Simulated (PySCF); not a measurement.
# Cl2FH3Si2: what the fields show

```xyz
8

F     1.8833   -0.8046   -0.0356
Si    1.2316    0.6525    0.2660
Cl    1.8158    1.2460    2.1447
Si   -1.0955    0.4427    0.2667
Cl   -1.8301    2.3694    0.4925
H     1.7764    1.6165   -0.7239
H    -1.6050   -0.1209   -1.0158
H    -1.5446   -0.4003    1.4099
```

Geometry: PBE0-D3(BJ)/def2-SVP.

Computed with PBE0/pcSseg-1, SCF density, gas phase, non-relativistic (PySCF 2.14.0).

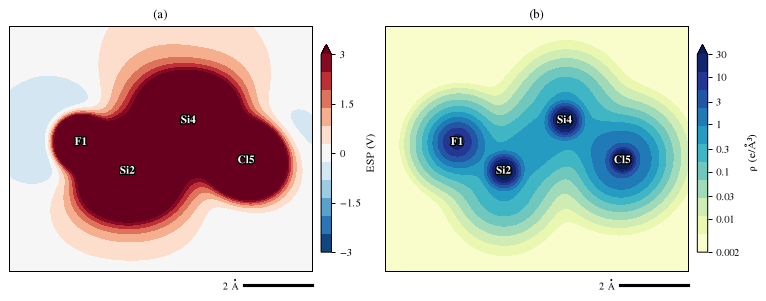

Figure 1. (a) electrostatic potential; (b) total electron density on the plane of atoms Si2, Si4 and Cl5.

> What do the fields say about this system?

The section cuts through F, Si and Cl sites. Si–F (1.62 Å): ρ at the midpoint is about 1 e/Å³. Si–Cl (2.07 Å): ρ at the midpoint is about 0.87 e/Å³. Si–Si (2.34 Å): ρ at the midpoint is about 0.69 e/Å³. Outside the dense part of the molecule the potential is most negative (−0.8 V) near F1.

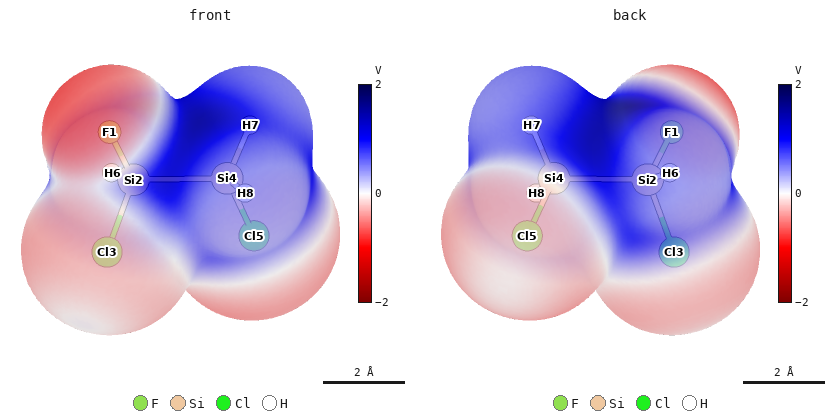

Figure 2. The molecular electrostatic potential painted on the density surface at 0.001 e/bohr³, seen from the front and from behind; red is negative and blue positive.

> Which sites attract a positive test charge, and which a negative one?

A positive charge is drawn to the negative regions and a negative charge to the positive ones. The most negative region (about −0.7 V) lies over F1, the most positive (about +1.6 V) over Si2.

> How polar is the molecule by this calculation?

Its dipole moment is 1.40 D.
